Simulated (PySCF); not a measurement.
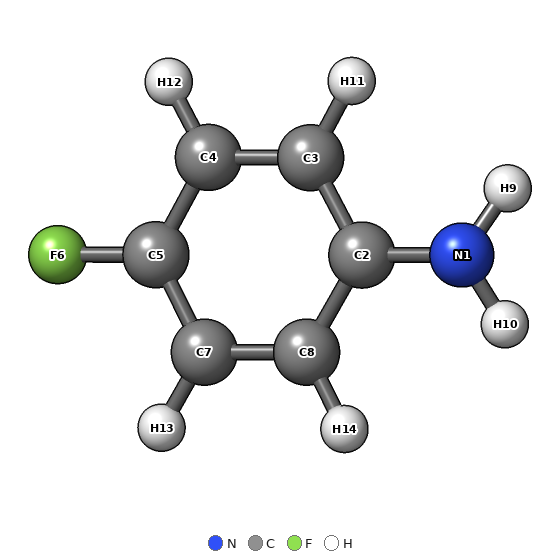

Structure of C₆H₆FN (4-amino-1-fluorobenzene), SMILES Nc1ccc(F)cc1.

Kohn-Sham orbital energies near the frontier, ωB97X-D/def2-SVPD in PySCF 2.14.0, at a PBE0-D3(BJ)/def2-SVP geometry (no frequency check), isolated molecule; empty levels in grey, levels within 0.03 eV side by side.

Where do the frontier orbitals lie?

Answer. HOMO at −7.72 eV, LUMO at 1.28 eV, 8.99 eV apart.

How far below the HOMO does the next level lie?

Answer. 1.58 eV.

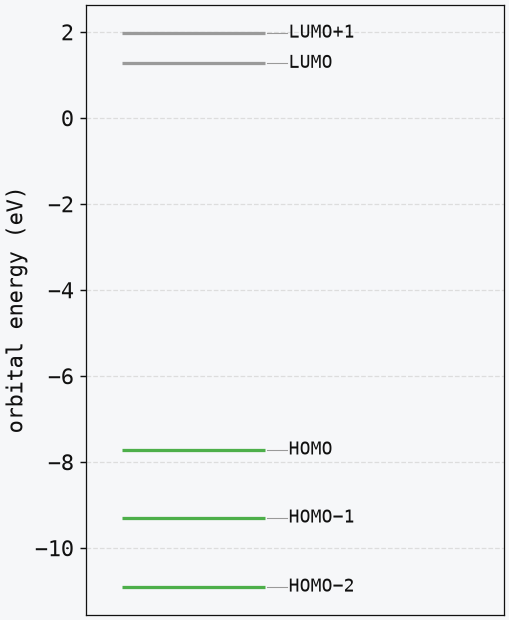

Caveats: empty levels above zero depend strongly on the basis.
